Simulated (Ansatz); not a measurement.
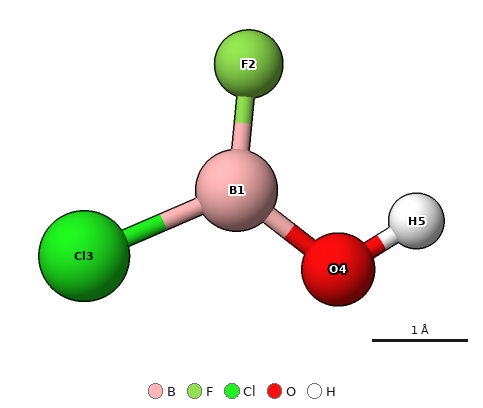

**Figure 1.** The starting structure (ball-and-stick view, seen at a tilt; atoms are numbered from 1 in the order of the input). Bond lengths as drawn: B–Cl 1.77 Å, B–F 1.34 Å, B–O 1.36 Å and H–O 0.98 Å.

Run report: BHClOF, molecular dynamics (part 1 of 3)

- system: BHClOF
- method: RKS PBE-D4/6-31G* (Ansatz 0.2.0)

It belongs to a series of runs on one base structure; here: dynamics from the start. Figures and captions count atoms from 1; the log counts them from 0 in places.

### The input
```yaml
crystal:
  periodic: [false, false, false]
  atoms:
    - { symbol: B, position_ang: [0.030074, -0.106788, -0.075978] }
    - { symbol: F, position_ang: [-0.037123, -0.098277, 1.262469] }
    - { symbol: Cl, position_ang: [1.579798, 0.197446, -0.864142] }
    - { symbol: O, position_ang: [-1.062876, -0.343454, -0.846899] }
    - { symbol: H, position_ang: [-1.850974, -0.495627, -0.28695] }
basis:
  gaussian: { orbitals: "6-31G*" }
hamiltonian:
  xc: pbe
  dispersion: d4
md:
  timestep: 0.5
  n_steps: 166
  ensemble: nvt_nose_hoover
  temperature: 500.0
  initial_velocities: maxwell_boltzmann
  seed: 490092
  nose_hoover: { tau: 100.0, chain_length: 1 }
```

Machine: 1 thread of Arm Neoverse V2, 24 GiB of memory available, shared host.

Launched with:
```bash
ansatz run input.yaml --threads 1 --pin off --max-ram 2048MiB --backend cpu --events-out ev --progress --plain --runs-dir out
```

### The program's output
```
Engine: ansatz 0.2.0, aarch64-unknown-linux-gnu
Functional definition: PBE
  parameter kappa = 0.804
  parameter beta = 0.06672455060314922
  exchange = pbe_x(kappa = kappa, mu = beta*pi^2/3)
  correlation = pbe_c(beta = beta)
675 factors; their error is unknown
mean field evaluation 1: about -17967.2911 eV, gradient 5.2e1 eV
mean field evaluation 2: about -17951.3291 eV, gradient 1.0e2 eV
mean field evaluation 4: about -17971.6429 eV, gradient 6.1e0 eV
mean field evaluation 8: about -17971.6609 eV, gradient 1.8e-1 eV
mean field -17971.66090698 eV, -660.4463567023 hartree, gradient 4.8e-5 eV, S^2 0.000000; 0 other end points of the search recorded, 0 dependent functions left out
the calculation of the forces begins
reference -17971.66092711 eV, -660.4463574422 hartree; 20, 20 occupied and 46, 46 virtual orbitals, 675 factors
md step     0: t =     0.00 fs  T =   500.0 K  F+E_penalty+E_count = -17971.74171719 eV  E_kin = 0.193890 eV  conserved = -17971.54782719 eV  (24 SCF iters)
these checks for a lower state are left out or cut short: starts, cluster_reference, orbital_swaps, neighbouring_geometries, increment
675 factors; their error is unknown
mean field evaluation 16: about -17971.6833 eV, gradient 1.2e0 eV
mean field -17971.65020832 eV, -660.4459635337 hartree, gradient 2.5e-5 eV, S^2 0.000000; 0 other end points of the search recorded, 0 dependent functions left out
the calculation of the forces begins
reference -17971.65022853 eV, -660.4459642763 hartree; 20, 20 occupied and 46, 46 virtual orbitals, 675 factors
md step     1: t =     0.50 fs  T =   473.6 K  F+E_penalty+E_count = -17971.73097547 eV  E_kin = 0.183667 eV  conserved = -17971.54730856 eV  (28 SCF iters, 3 dispersion substeps)
[... from here on the SCF iterations and repeated set-up lines of each step are left out, up to the last step ...]
md step     2: t =     1.00 fs  T =   407.6 K  F+E_penalty+E_count = -17971.70462689 eV  E_kin = 0.158052 eV  conserved = -17971.54657602 eV  (28 SCF iters, 3 dispersion substeps)
md step     3: t =     1.50 fs  T =   329.0 K  F+E_penalty+E_count = -17971.67350051 eV  E_kin = 0.127583 eV  conserved = -17971.54592030 eV  (28 SCF iters, 3 dispersion substeps)
md step     4: t =     2.00 fs  T =   263.6 K  F+E_penalty+E_count = -17971.64769902 eV  E_kin = 0.102219 eV  conserved = -17971.54548598 eV  (28 SCF iters, 3 dispersion substeps)
md step     5: t =     2.50 fs  T =   228.9 K  F+E_penalty+E_count = -17971.63407173 eV  E_kin = 0.088760 eV  conserved = -17971.54532285 eV  (28 SCF iters, 3 dispersion substeps)
md step     6: t =     3.00 fs  T =   231.6 K  F+E_penalty+E_count = -17971.63521990 eV  E_kin = 0.089798 eV  conserved = -17971.54543947 eV  (28 SCF iters, 3 dispersion substeps)
md step     7: t =     3.50 fs  T =   266.9 K  F+E_penalty+E_count = -17971.64927662 eV  E_kin = 0.103480 eV  conserved = -17971.54582505 eV  (28 SCF iters, 3 dispersion substeps)
md step     8: t =     4.00 fs  T =   319.1 K  F+E_penalty+E_count = -17971.67014213 eV  E_kin = 0.123753 eV  conserved = -17971.54643255 eV  (28 SCF iters, 3 dispersion substeps)
md step     9: t =     4.50 fs  T =   364.5 K  F+E_penalty+E_count = -17971.68842015 eV  E_kin = 0.141353 eV  conserved = -17971.54712978 eV  (28 SCF iters, 3 dispersion substeps)
md step    10: t =     5.00 fs  T =   377.0 K  F+E_penalty+E_count = -17971.69374574 eV  E_kin = 0.146184 eV  conserved = -17971.54764795 eV  (28 SCF iters, 3 dispersion substeps)
md step    11: t =     5.50 fs  T =   339.4 K  F+E_penalty+E_count = -17971.67910245 eV  E_kin = 0.131594 eV  conserved = -17971.54761796 eV  (28 SCF iters, 3 dispersion substeps)
md step    12: t =     6.00 fs  T =   256.8 K  F+E_penalty+E_count = -17971.64627921 eV  E_kin = 0.099596 eV  conserved = -17971.54681556 eV  (28 SCF iters, 3 dispersion substeps)
md step    13: t =     6.50 fs  T =   163.0 K  F+E_penalty+E_count = -17971.60861350 eV  E_kin = 0.063208 eV  conserved = -17971.54555524 eV  (29 SCF iters, 3 dispersion substeps)
md step    14: t =     7.00 fs  T =   105.9 K  F+E_penalty+E_count = -17971.58561826 eV  E_kin = 0.041055 eV  conserved = -17971.54472537 eV  (30 SCF iters, 3 dispersion substeps)
md step    15: t =     7.50 fs  T =   115.9 K  F+E_penalty+E_count = -17971.58978933 eV  E_kin = 0.044931 eV  conserved = -17971.54503297 eV  (31 SCF iters, 3 dispersion substeps)
md step    16: t =     8.00 fs  T =   181.8 K  F+E_penalty+E_count = -17971.61651800 eV  E_kin = 0.070501 eV  conserved = -17971.54620990 eV  (25 SCF iters, 3 dispersion substeps)
md step    17: t =     8.50 fs  T =   259.9 K  F+E_penalty+E_count = -17971.64788792 eV  E_kin = 0.100787 eV  conserved = -17971.54732516 eV  (29 SCF iters, 3 dispersion substeps)
md step    18: t =     9.00 fs  T =   306.1 K  F+E_penalty+E_count = -17971.66615619 eV  E_kin = 0.118689 eV  conserved = -17971.54773328 eV  (29 SCF iters, 3 dispersion substeps)
md step    19: t =     9.50 fs  T =   300.8 K  F+E_penalty+E_count = -17971.66375873 eV  E_kin = 0.116637 eV  conserved = -17971.54743522 eV  (28 SCF iters, 3 dispersion substeps)
md step    20: t =    10.00 fs  T =   251.8 K  F+E_penalty+E_count = -17971.64405364 eV  E_kin = 0.097636 eV  conserved = -17971.54677580 eV  (29 SCF iters, 3 dispersion substeps)
md step    21: t =    10.50 fs  T =   182.6 K  F+E_penalty+E_count = -17971.61651387 eV  E_kin = 0.070820 eV  conserved = -17971.54609005 eV  (28 SCF iters, 3 dispersion substeps)
md step    22: t =    11.00 fs  T =   119.7 K  F+E_penalty+E_count = -17971.59155842 eV  E_kin = 0.046407 eV  conserved = -17971.54557459 eV  (28 SCF iters, 3 dispersion substeps)
md step    23: t =    11.50 fs  T =    83.5 K  F+E_penalty+E_count = -17971.57725527 eV  E_kin = 0.032388 eV  conserved = -17971.54531138 eV  (28 SCF iters, 3 dispersion substeps)
md step    24: t =    12.00 fs  T =    84.9 K  F+E_penalty+E_count = -17971.57779287 eV  E_kin = 0.032930 eV  conserved = -17971.54532452 eV  (28 SCF iters, 3 dispersion substeps)
md step    25: t =    12.50 fs  T =   123.3 K  F+E_penalty+E_count = -17971.59296022 eV  E_kin = 0.047831 eV  conserved = -17971.54561552 eV  (28 SCF iters, 3 dispersion substeps)
md step    26: t =    13.00 fs  T =   186.9 K  F+E_penalty+E_count = -17971.61813014 eV  E_kin = 0.072494 eV  conserved = -17971.54616084 eV  (28 SCF iters, 3 dispersion substeps)
md step    27: t =    13.50 fs  T =   254.0 K  F+E_penalty+E_count = -17971.64478229 eV  E_kin = 0.098492 eV  conserved = -17971.54687252 eV  (28 SCF iters, 3 dispersion substeps)
md step    28: t =    14.00 fs  T =   297.2 K  F+E_penalty+E_count = -17971.66214114 eV  E_kin = 0.115260 eV  conserved = -17971.54753685 eV  (29 SCF iters, 3 dispersion substeps)
md step    29: t =    14.50 fs  T =   293.2 K  F+E_penalty+E_count = -17971.66073924 eV  E_kin = 0.113681 eV  conserved = -17971.54779533 eV  (29 SCF iters, 3 dispersion substeps)
md step    30: t =    15.00 fs  T =   235.8 K  F+E_penalty+E_count = -17971.63791394 eV  E_kin = 0.091428 eV  conserved = -17971.54729863 eV  (29 SCF iters, 3 dispersion substeps)
md step    31: t =    15.50 fs  T =   148.0 K  F+E_penalty+E_count = -17971.60261057 eV  E_kin = 0.057381 eV  conserved = -17971.54609835 eV  (29 SCF iters, 3 dispersion substeps)
md step    32: t =    16.00 fs  T =    76.8 K  F+E_penalty+E_count = -17971.57380952 eV  E_kin = 0.029780 eV  conserved = -17971.54493314 eV  (29 SCF iters, 3 dispersion substeps)
md step    33: t =    16.50 fs  T =    65.4 K  F+E_penalty+E_count = -17971.56920193 eV  E_kin = 0.025372 eV  conserved = -17971.54475607 eV  (30 SCF iters, 3 dispersion substeps)
md step    34: t =    17.00 fs  T =   120.4 K  F+E_penalty+E_count = -17971.59145120 eV  E_kin = 0.046686 eV  conserved = -17971.54572310 eV  (25 SCF iters, 3 dispersion substeps)
md step    35: t =    17.50 fs  T =   206.3 K  F+E_penalty+E_count = -17971.62597814 eV  E_kin = 0.079989 eV  conserved = -17971.54700566 eV  (27 SCF iters, 3 dispersion substeps)
md step    36: t =    18.00 fs  T =   273.8 K  F+E_penalty+E_count = -17971.65279316 eV  E_kin = 0.106182 eV  conserved = -17971.54771580 eV  (27 SCF iters, 3 dispersion substeps)
md step    37: t =    18.50 fs  T =   292.4 K  F+E_penalty+E_count = -17971.65979034 eV  E_kin = 0.113381 eV  conserved = -17971.54762020 eV  (27 SCF iters, 3 dispersion substeps)
md step    38: t =    19.00 fs  T =   261.3 K  F+E_penalty+E_count = -17971.64701221 eV  E_kin = 0.101323 eV  conserved = -17971.54700736 eV  (27 SCF iters, 3 dispersion substeps)
md step    39: t =    19.50 fs  T =   201.3 K  F+E_penalty+E_count = -17971.62293113 eV  E_kin = 0.078076 eV  conserved = -17971.54626442 eV  (28 SCF iters, 3 dispersion substeps)
md step    40: t =    20.00 fs  T =   140.5 K  F+E_penalty+E_count = -17971.59865791 eV  E_kin = 0.054484 eV  conserved = -17971.54565150 eV  (28 SCF iters, 3 dispersion substeps)
md step    41: t =    20.50 fs  T =   103.0 K  F+E_penalty+E_count = -17971.58370315 eV  E_kin = 0.039944 eV  conserved = -17971.54528858 eV  (28 SCF iters, 3 dispersion substeps)
md step    42: t =    21.00 fs  T =   103.6 K  F+E_penalty+E_count = -17971.58382172 eV  E_kin = 0.040181 eV  conserved = -17971.54521441 eV  (29 SCF iters, 3 dispersion substeps)
md step    43: t =    21.50 fs  T =   145.4 K  F+E_penalty+E_count = -17971.60020690 eV  E_kin = 0.056402 eV  conserved = -17971.54543488 eV  (29 SCF iters, 3 dispersion substeps)
md step    44: t =    22.00 fs  T =   219.5 K  F+E_penalty+E_count = -17971.62935013 eV  E_kin = 0.085131 eV  conserved = -17971.54593357 eV  (28 SCF iters, 3 dispersion substeps)
md step    45: t =    22.50 fs  T =   305.9 K  F+E_penalty+E_count = -17971.66341238 eV  E_kin = 0.118611 eV  conserved = -17971.54664098 eV  (28 SCF iters, 3 dispersion substeps)
md step    46: t =    23.00 fs  T =   377.0 K  F+E_penalty+E_count = -17971.69155265 eV  E_kin = 0.146182 eV  conserved = -17971.54737441 eV  (29 SCF iters, 3 dispersion substeps)
md step    47: t =    23.50 fs  T =   406.0 K  F+E_penalty+E_count = -17971.70303911 eV  E_kin = 0.157436 eV  conserved = -17971.54779775 eV  (29 SCF iters, 3 dispersion substeps)
md step    48: t =    24.00 fs  T =   380.0 K  F+E_penalty+E_count = -17971.69250875 eV  E_kin = 0.147374 eV  conserved = -17971.54752193 eV  (29 SCF iters, 3 dispersion substeps)
md step    49: t =    24.50 fs  T =   313.6 K  F+E_penalty+E_count = -17971.66551877 eV  E_kin = 0.121621 eV  conserved = -17971.54645653 eV  (29 SCF iters, 3 dispersion substeps)
md step    50: t =    25.00 fs  T =   249.2 K  F+E_penalty+E_count = -17971.63912973 eV  E_kin = 0.096641 eV  conserved = -17971.54518926 eV  (29 SCF iters, 3 dispersion substeps)
md step    51: t =    25.50 fs  T =   234.0 K  F+E_penalty+E_count = -17971.63264957 eV  E_kin = 0.090748 eV  conserved = -17971.54472621 eV  (30 SCF iters, 3 dispersion substeps)
md step    52: t =    26.00 fs  T =   284.9 K  F+E_penalty+E_count = -17971.65301097 eV  E_kin = 0.110484 eV  conserved = -17971.54548690 eV  (25 SCF iters, 3 dispersion substeps)
md step    53: t =    26.50 fs  T =   374.3 K  F+E_penalty+E_count = -17971.68881804 eV  E_kin = 0.145144 eV  conserved = -17971.54680841 eV  (29 SCF iters, 3 dispersion substeps)
md step    54: t =    27.00 fs  T =   452.3 K  F+E_penalty+E_count = -17971.71973331 eV  E_kin = 0.175377 eV  conserved = -17971.54771262 eV  (29 SCF iters, 3 dispersion substeps)
md step    55: t =    27.50 fs  T =   481.4 K  F+E_penalty+E_count = -17971.73087005 eV  E_kin = 0.186680 eV  conserved = -17971.54779631 eV  (28 SCF iters, 3 dispersion substeps)
md step    56: t =    28.00 fs  T =   454.1 K  F+E_penalty+E_count = -17971.71949460 eV  E_kin = 0.176085 eV  conserved = -17971.54726774 eV  (28 SCF iters, 3 dispersion substeps)
md step    57: t =    28.50 fs  T =   387.3 K  F+E_penalty+E_count = -17971.69263212 eV  E_kin = 0.150195 eV  conserved = -17971.54652304 eV  (29 SCF iters, 3 dispersion substeps)
md step    58: t =    29.00 fs  T =   308.7 K  F+E_penalty+E_count = -17971.66128200 eV  E_kin = 0.119699 eV  conserved = -17971.54585790 eV  (29 SCF iters, 3 dispersion substeps)
md step    59: t =    29.50 fs  T =   244.2 K  F+E_penalty+E_count = -17971.63569824 eV  E_kin = 0.094708 eV  conserved = -17971.54541810 eV  (28 SCF iters, 3 dispersion substeps)
md step    60: t =    30.00 fs  T =   211.8 K  F+E_penalty+E_count = -17971.62283387 eV  E_kin = 0.082137 eV  conserved = -17971.54525281 eV  (28 SCF iters, 3 dispersion substeps)
md step    61: t =    30.50 fs  T =   218.3 K  F+E_penalty+E_count = -17971.62534279 eV  E_kin = 0.084652 eV  conserved = -17971.54537021 eV  (29 SCF iters, 3 dispersion substeps)
md step    62: t =    31.00 fs  T =   259.0 K  F+E_penalty+E_count = -17971.64135780 eV  E_kin = 0.100416 eV  conserved = -17971.54575978 eV  (29 SCF iters, 3 dispersion substeps)
md step    63: t =    31.50 fs  T =   318.0 K  F+E_penalty+E_count = -17971.66471220 eV  E_kin = 0.123325 eV  conserved = -17971.54637642 eV  (29 SCF iters, 3 dispersion substeps)
md step    64: t =    32.00 fs  T =   371.2 K  F+E_penalty+E_count = -17971.68583965 eV  E_kin = 0.143945 eV  conserved = -17971.54709097 eV  (29 SCF iters, 3 dispersion substeps)
md step    65: t =    32.50 fs  T =   391.6 K  F+E_penalty+E_count = -17971.69405161 eV  E_kin = 0.151842 eV  conserved = -17971.54763693 eV  (29 SCF iters, 3 dispersion substeps)
md step    66: t =    33.00 fs  T =   360.7 K  F+E_penalty+E_count = -17971.68183760 eV  E_kin = 0.139855 eV  conserved = -17971.54763880 eV  (29 SCF iters, 3 dispersion substeps)
md step    67: t =    33.50 fs  T =   282.3 K  F+E_penalty+E_count = -17971.65044960 eV  E_kin = 0.109453 eV  conserved = -17971.54685092 eV  (29 SCF iters, 3 dispersion substeps)
md step    68: t =    34.00 fs  T =   189.3 K  F+E_penalty+E_count = -17971.61298747 eV  E_kin = 0.073425 eV  conserved = -17971.54556348 eV  (29 SCF iters, 3 dispersion substeps)
md step    69: t =    34.50 fs  T =   131.0 K  F+E_penalty+E_count = -17971.58937606 eV  E_kin = 0.050807 eV  conserved = -17971.54467198 eV  (29 SCF iters, 3 dispersion substeps)
md step    70: t =    35.00 fs  T =   140.0 K  F+E_penalty+E_count = -17971.59304072 eV  E_kin = 0.054299 eV  conserved = -17971.54493290 eV  (25 SCF iters, 3 dispersion substeps)
md step    71: t =    35.50 fs  T =   207.0 K  F+E_penalty+E_count = -17971.62009642 eV  E_kin = 0.080286 eV  conserved = -17971.54611683 eV  (29 SCF iters, 3 dispersion substeps)
md step    72: t =    36.00 fs  T =   288.2 K  F+E_penalty+E_count = -17971.65256398 eV  E_kin = 0.111760 eV  conserved = -17971.54727721 eV  (28 SCF iters, 3 dispersion substeps)
md step    73: t =    36.50 fs  T =   337.8 K  F+E_penalty+E_count = -17971.67203237 eV  E_kin = 0.130992 eV  conserved = -17971.54772726 eV  (28 SCF iters, 3 dispersion substeps)
md step    74: t =    37.00 fs  T =   334.5 K  F+E_penalty+E_count = -17971.67025805 eV  E_kin = 0.129731 eV  conserved = -17971.54744527 eV  (28 SCF iters, 3 dispersion substeps)
md step    75: t =    37.50 fs  T =   285.3 K  F+E_penalty+E_count = -17971.65028374 eV  E_kin = 0.110640 eV  conserved = -17971.54677796 eV  (28 SCF iters, 3 dispersion substeps)
md step    76: t =    38.00 fs  T =   213.7 K  F+E_penalty+E_count = -17971.62164833 eV  E_kin = 0.082887 eV  conserved = -17971.54607094 eV  (28 SCF iters, 3 dispersion substeps)
md step    77: t =    38.50 fs  T =   147.0 K  F+E_penalty+E_count = -17971.59507551 eV  E_kin = 0.056985 eV  conserved = -17971.54552960 eV  (29 SCF iters, 3 dispersion substeps)
md step    78: t =    39.00 fs  T =   106.6 K  F+E_penalty+E_count = -17971.57903932 eV  E_kin = 0.041330 eV  conserved = -17971.54524050 eV  (29 SCF iters, 3 dispersion substeps)
md step    79: t =    39.50 fs  T =   104.5 K  F+E_penalty+E_count = -17971.57815030 eV  E_kin = 0.040530 eV  conserved = -17971.54523014 eV  (29 SCF iters, 3 dispersion substeps)
md step    80: t =    40.00 fs  T =   141.3 K  F+E_penalty+E_count = -17971.59258349 eV  E_kin = 0.054784 eV  conserved = -17971.54550237 eV  (29 SCF iters, 3 dispersion substeps)
md step    81: t =    40.50 fs  T =   205.8 K  F+E_penalty+E_count = -17971.61800820 eV  E_kin = 0.079807 eV  conserved = -17971.54603843 eV  (29 SCF iters, 3 dispersion substeps)
md step    82: t =    41.00 fs  T =   276.7 K  F+E_penalty+E_count = -17971.64602022 eV  E_kin = 0.107288 eV  conserved = -17971.54675912 eV  (29 SCF iters, 3 dispersion substeps)
md step    83: t =    41.50 fs  T =   326.1 K  F+E_penalty+E_count = -17971.66563947 eV  E_kin = 0.126445 eV  conserved = -17971.54746042 eV  (28 SCF iters, 3 dispersion substeps)
md step    84: t =    42.00 fs  T =   328.8 K  F+E_penalty+E_count = -17971.66674321 eV  E_kin = 0.127489 eV  conserved = -17971.54778192 eV  (28 SCF iters, 3 dispersion substeps)
md step    85: t =    42.50 fs  T =   276.1 K  F+E_penalty+E_count = -17971.64563502 eV  E_kin = 0.107064 eV  conserved = -17971.54734316 eV  (28 SCF iters, 3 dispersion substeps)
md step    86: t =    43.00 fs  T =   188.7 K  F+E_penalty+E_count = -17971.61036814 eV  E_kin = 0.073192 eV  conserved = -17971.54613747 eV  (29 SCF iters, 3 dispersion substeps)
md step    87: t =    43.50 fs  T =   114.1 K  F+E_penalty+E_count = -17971.58002542 eV  E_kin = 0.044233 eV  conserved = -17971.54487946 eV  (29 SCF iters, 3 dispersion substeps)
md step    88: t =    44.00 fs  T =    98.7 K  F+E_penalty+E_count = -17971.57368617 eV  E_kin = 0.038269 eV  conserved = -17971.54459359 eV  (25 SCF iters, 3 dispersion substeps)
md step    89: t =    44.50 fs  T =   153.1 K  F+E_penalty+E_count = -17971.59564013 eV  E_kin = 0.059387 eV  conserved = -17971.54553793 eV  (29 SCF iters, 3 dispersion substeps)
md step    90: t =    45.00 fs  T =   243.1 K  F+E_penalty+E_count = -17971.63171645 eV  E_kin = 0.094283 eV  conserved = -17971.54689079 eV  (29 SCF iters, 3 dispersion substeps)
md step    91: t =    45.50 fs  T =   317.1 K  F+E_penalty+E_count = -17971.66094717 eV  E_kin = 0.122965 eV  conserved = -17971.54768659 eV  (29 SCF iters, 3 dispersion substeps)
```
